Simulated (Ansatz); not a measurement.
**Geometry relaxation of CH7ClMgOSi (part 2 of 2)**

Continued. System: CH7ClMgOSi. Method: RKS LDA/def2-mTZVP (Ansatz 0.2.0). The input holds or restrains some coordinates. It belongs to a series of runs on one base structure; here: pulled along the bonds that form and break, towards end B.

Geometry of the input (Å):
```
Mg -0.8958  -0.3216  -1.9304
C  1.3884  -0.4754  -0.8638
Cl -1.5696  -0.3236  -3.9470
H  0.2186  -0.1848  -0.1590
O  -0.8751  0.1005  0.4471
Si -0.8963  0.5991  1.9663
H  1.9200  -0.6462  0.0683
H  1.8136  0.4010  -1.3525
H  1.5239  -1.3634  -1.4865
H  0.3423  0.0862  2.5840
H  -0.8993  2.0688  2.0104
H  -2.0707  0.0592  2.6631
```

### Trajectory as extended XYZ, continued
```
12
Properties=species:S:1:pos:R:3:forces:R:3 step=4 energy=-28922.64010
Mg   -1.4017   -0.2124   -1.7688    0.4131   0.6297   3.0679
C     1.6712   -0.4919   -0.7619   -2.3385  -0.1412  -3.5776
Cl   -1.5744   -0.3252   -3.9527    0.0123  -0.0364   0.2158
H     0.6969   -0.2972   -0.3646   -1.9039   0.2687   0.1213
O    -1.2763    0.1439    0.3176    0.3995  -0.2437  -1.5051
Si   -0.9292    0.5830    1.8894   -0.7911  -0.2926  -1.5205
H     2.0405   -0.6742    0.1705    2.6247  -0.6135   2.3377
H     1.8585    0.4126   -1.3427    1.0219   0.1363   0.2656
H     1.5465   -1.3598   -1.4636    0.6420   0.3095   0.6711
H     0.3412    0.0835    2.5712   -0.1195  -0.0662  -0.4521
H    -0.8963    2.0786    2.0190    0.0628   0.0468   0.0472
H    -2.0769    0.0589    2.6865   -0.0234   0.0027   0.3288
12
Properties=species:S:1:pos:R:3:forces:R:3 step=5 energy=-28923.25077
Mg   -1.5686   -0.1551   -1.6920    0.5382   0.4764   2.3800
C     1.7061   -0.4967   -0.7581   -1.1318  -0.2993  -1.9273
Cl   -1.5823   -0.3249   -3.9027   -0.0416   0.0000   0.4599
H     0.7276   -0.3095   -0.3825   -1.7305   0.2911   0.3197
O    -1.3664    0.1520    0.2863    0.2898  -0.1723  -1.3450
Si   -0.9792    0.5807    1.8431   -0.5233  -0.2109  -0.9354
H     2.1708   -0.6934    0.1681    1.6367  -0.2722   0.8808
H     1.9503    0.4032   -1.3297    0.7374   0.0303   0.2030
H     1.6113   -1.3671   -1.4479    0.4988   0.2289   0.4312
H     0.3127    0.0758    2.4991   -0.2306  -0.0733  -0.5594
H    -0.8972    2.0769    2.0079   -0.0373  -0.0453  -0.0646
H    -2.0852    0.0579    2.7084   -0.0058   0.0466   0.1569
12
Properties=species:S:1:pos:R:3:forces:R:3 step=6 energy=-28923.67454
Mg   -1.6106   -0.0906   -1.6242    0.4874   0.3430   2.4288
C     1.7349   -0.5134   -0.7744    0.0986  -0.2377  -1.4009
Cl   -1.6977   -0.3118   -3.8049   -0.0347   0.0055   0.1915
H     0.7048   -0.3254   -0.4778   -0.5111   0.1281   0.2721
O    -1.3695    0.1472    0.3286   -0.2674  -0.2358  -2.1399
Si   -1.0773    0.6038    1.8644    0.1140  -0.2190  -0.4618
H     2.2950   -0.7244    0.1242    0.4077  -0.0484   0.4481
H     2.1394    0.3631   -1.3187   -0.0264  -0.1900   0.2976
H     1.7835   -1.3902   -1.4651   -0.0004   0.3456   0.3831
H     0.2450    0.0486    2.3759   -0.2190   0.0649  -0.1149
H    -0.9872    2.1005    2.0009   -0.0541  -0.0097   0.0345
H    -2.1604    0.0923    2.7711    0.0054   0.0535   0.0617
12
Properties=species:S:1:pos:R:3:forces:R:3 step=7 energy=-28923.71057
Mg   -1.5668   -0.0675   -1.6466    0.3445   0.1975   2.4815
C     1.7524   -0.5237   -0.7550    0.4027  -0.0860  -0.1792
Cl   -1.8471   -0.3294   -3.8042    0.0236   0.0258   0.1608
H     0.7435   -0.3320   -0.3883   -0.4383   0.1168   0.2459
O    -1.3714    0.0902    0.3233   -0.2998  -0.2046  -2.5465
Si   -1.0825    0.6097    1.8277   -0.0067  -0.0805  -0.1405
H     2.3441   -0.8869    0.0991   -0.0288  -0.0177  -0.0762
H     2.2085    0.4008   -1.1348   -0.0289   0.0094  -0.0067
H     1.7500   -1.2845   -1.5484    0.0361  -0.0271  -0.0022
H     0.2522    0.1086    2.3092    0.0257   0.0059   0.0281
H    -1.0549    2.1080    1.9370   -0.0116   0.0607  -0.0038
H    -2.1279    0.1066    2.7809   -0.0187  -0.0002   0.0388
12
Properties=species:S:1:pos:R:3:forces:R:3 step=8 energy=-28923.72311 accepted=F
Mg   -1.5518   -0.0630   -1.6576    0.3424   0.1580   2.5585
C     1.7597   -0.5335   -0.7360    0.5022  -0.2691   0.1445
Cl   -1.8579   -0.3205   -3.8054    0.0247   0.0190   0.0802
H     0.8095   -0.3632   -0.2075   -0.1498  -0.0095   0.0231
O    -1.3764    0.0693    0.3144   -0.2903  -0.2059  -2.5955
Si   -1.0972    0.6156    1.8082   -0.0404   0.0146  -0.0156
H     2.4754   -0.9775    0.0030   -0.3967   0.2168  -0.4767
H     2.1739    0.4228   -1.0936   -0.0422  -0.0705   0.0306
H     1.6493   -1.2285   -1.5922   -0.0012   0.1275   0.2173
H     0.2459    0.1446    2.2919    0.0512   0.0037   0.0400
H    -1.0992    2.1181    1.8969    0.0013   0.0249  -0.0119
H    -2.1313    0.1156    2.7780   -0.0012  -0.0096   0.0055
12
Properties=species:S:1:pos:R:3:forces:R:3 step=9 energy=-28923.72198
Mg   -1.5433   -0.0735   -1.6575    0.2918   0.1693   2.5202
C     1.7669   -0.5350   -0.7338    0.4475  -0.0989  -0.1679
Cl   -1.9239   -0.2782   -3.8016    0.0447   0.0119   0.1084
H     0.7809   -0.3601   -0.3028   -0.4462   0.0710   0.2299
O    -1.3649    0.0513    0.3154   -0.2638  -0.1967  -2.5673
Si   -1.0895    0.6109    1.8064   -0.0020  -0.0065  -0.0366
H     2.4077   -0.9414    0.0661   -0.0586   0.0303  -0.1081
H     2.2010    0.4094   -1.0920   -0.0131  -0.0156   0.0001
H     1.7291   -1.2603   -1.5608    0.0009   0.0074   0.0081
H     0.2583    0.1573    2.3019    0.0130   0.0106   0.0103
H    -1.1025    2.1145    1.8820   -0.0072   0.0170  -0.0074
H    -2.1198    0.1049    2.7766   -0.0071   0.0002   0.0103
12
Properties=species:S:1:pos:R:3:forces:R:3 step=10 energy=-28923.73598
Mg   -1.5423   -0.0673   -1.6536    0.3324   0.1398   2.5692
C     1.7651   -0.5484   -0.7283    0.4414  -0.1149  -0.1477
Cl   -1.8929   -0.2456   -3.7992    0.0263   0.0042   0.0391
H     0.8064   -0.4060   -0.2217   -0.3301   0.0313   0.1603
O    -1.3593    0.0317    0.3180   -0.2728  -0.1842  -2.5503
Si   -1.0967    0.6155    1.8015    0.0052   0.0474   0.0111
H     2.4760   -0.9663    0.0092   -0.1361   0.0916  -0.1722
H     2.1543    0.4150   -1.0929   -0.0268  -0.0558   0.0396
H     1.6868   -1.2530   -1.5735   -0.0262   0.0439   0.0651
H     0.2630    0.2002    2.3041   -0.0177   0.0124  -0.0045
H    -1.1434    2.1215    1.8560   -0.0040  -0.0152  -0.0055
H    -2.1171    0.1027    2.7803    0.0084  -0.0006  -0.0043
12
Properties=species:S:1:pos:R:3:forces:R:3 step=11 energy=-28923.73472
Mg   -1.5422   -0.0528   -1.6092    0.3917  -0.0722   2.6203
C     1.7720   -0.5745   -0.7425    0.3999  -0.0260  -0.2845
Cl   -1.8413   -0.1433   -3.7607   -0.0001   0.0087  -0.0544
H     0.8300   -0.4750   -0.2042   -0.4334   0.0116   0.2632
O    -1.3367   -0.1034    0.3679   -0.2953   0.0726  -2.4384
Si   -1.1142    0.6184    1.8028   -0.0024  -0.0272  -0.0722
H     2.5127   -1.0188   -0.0614   -0.0294   0.0167  -0.0228
H     2.1338    0.4132   -1.0624    0.0007  -0.0103  -0.0013
H     1.6726   -1.2306   -1.6209   -0.0211   0.0080  -0.0030
H     0.2621    0.3156    2.3345   -0.0017   0.0107   0.0066
H    -1.2374    2.1195    1.7392   -0.0119   0.0030  -0.0122
H    -2.1113    0.1315    2.8170    0.0031   0.0045  -0.0014
12
Properties=species:S:1:pos:R:3:forces:R:3 step=12 energy=-28923.71096
Mg   -1.5426   -0.0493   -1.5475    0.4438  -0.2924   2.5098
C     1.7853   -0.6086   -0.7555    0.3049   0.0096  -0.3451
Cl   -1.7993    0.0013   -3.7112   -0.0042   0.0133   0.0082
H     0.8577   -0.5791   -0.1782   -0.3287  -0.0122   0.2184
O    -1.3086   -0.2560    0.4296   -0.2875   0.4512  -2.2085
Si   -1.1315    0.6217    1.7954    0.0135  -0.0430  -0.1717
H     2.5650   -1.0798   -0.1367   -0.0542   0.0507  -0.0518
H     2.1045    0.4130   -1.0201   -0.0138  -0.0955   0.0424
H     1.6679   -1.2030   -1.6790   -0.0032   0.0550   0.0918
H     0.2632    0.4585    2.3621   -0.1238   0.0387  -0.0769
H    -1.3605    2.1116    1.5880    0.0378  -0.1955   0.0037
H    -2.1009    0.1696    2.8532    0.0155   0.0199  -0.0203
12
Properties=species:S:1:pos:R:3:forces:R:3 step=13 energy=-28923.73831
Mg   -1.5378   -0.0567   -1.5514    0.4623  -0.2257   2.4687
C     1.7852   -0.6167   -0.7462    0.3417   0.0005  -0.3263
Cl   -1.8144   -0.0016   -3.7133   -0.0016   0.0050   0.0169
H     0.8806   -0.6246   -0.1385   -0.4105   0.0127   0.2491
O    -1.2876   -0.2255    0.4169   -0.3652   0.2204  -2.3259
Si   -1.1354    0.6251    1.7938    0.0789   0.0965  -0.1306
H     2.5896   -1.1022   -0.1737   -0.0162   0.0239  -0.0527
H     2.0849    0.4176   -0.9748   -0.0134  -0.0457   0.0265
H     1.6429   -1.1724   -1.6883    0.0064   0.0205   0.0475
H     0.2646    0.4923    2.3442   -0.0857  -0.0247   0.0072
H    -1.3648    2.1087    1.5912   -0.0275  -0.0884   0.0239
H    -2.1077    0.1557    2.8403    0.0310   0.0050  -0.0044
```

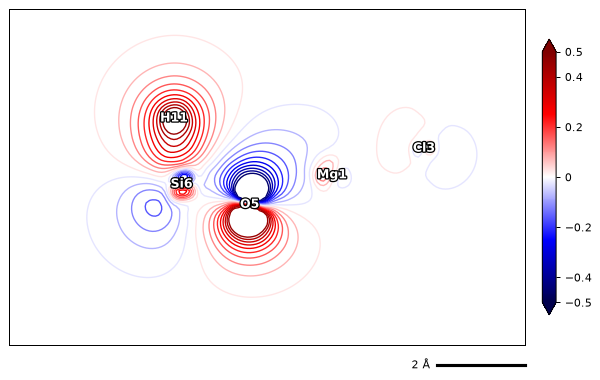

**Figure 1.** The HOMO−1 on the plane of atoms Mg1, O5 and Si6 (values in Å⁻³ᐟ²; the overall sign is arbitrary). Its weight (Hirshfeld) is mainly on O5 (45 %), H11 (20 %) and Si6 (20 %). Its energy is −6.81 eV.

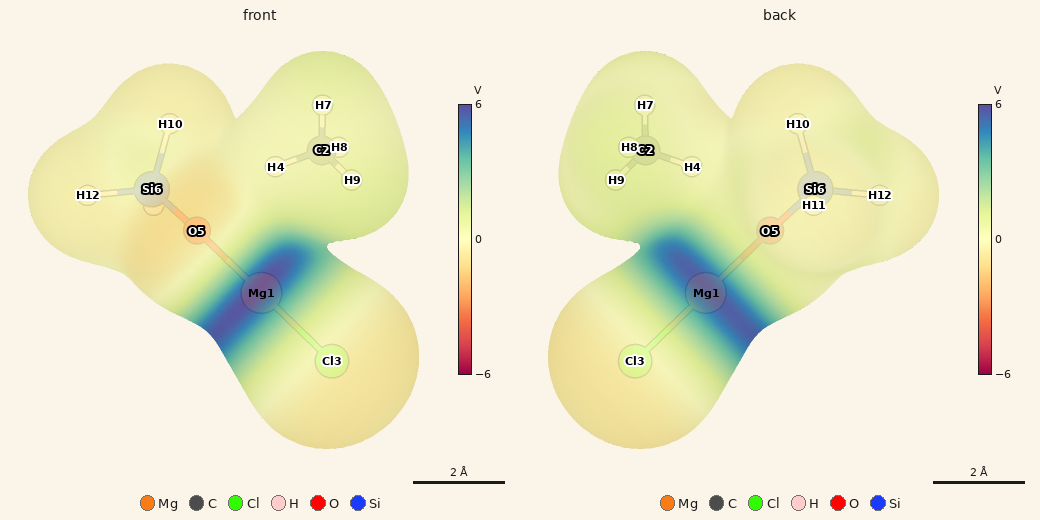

**Figure 2.** The electrostatic potential painted on the density surface at 0.002 e/bohr³, seen at a tilt and from behind; red is negative and blue positive.

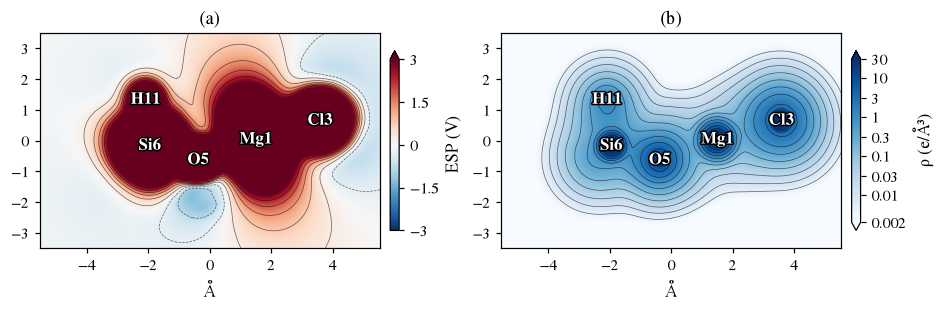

**Figure 3.** (a) electrostatic potential; (b) electron density on the plane of atoms Mg1, O5 and Si6. Atoms in the plane: Mg, Cl, O, Si and H. Si–O (1.63 Å): ρ at the midpoint is about 1.2 e/Å³. Mg–O (1.99 Å): ρ is about 0.39 e/Å³ halfway. Si–H (1.51 Å): ρ at the midpoint is about 0.75 e/Å³.

### Results in brief

- outcome: converged under the restraints of the input
- total energy: −28923.7384 eV
- mean-field energy: −28923.7384 eV
- largest force (length of the vector) at the end, held atoms and coordinates included: 2.522 eV/Å
- hardware: 4 threads of Arm Neoverse N1, 16 GiB of memory available, shared host
- wall time: 27 s (CPU time 96 s)
- peak memory: 0.19 GiB
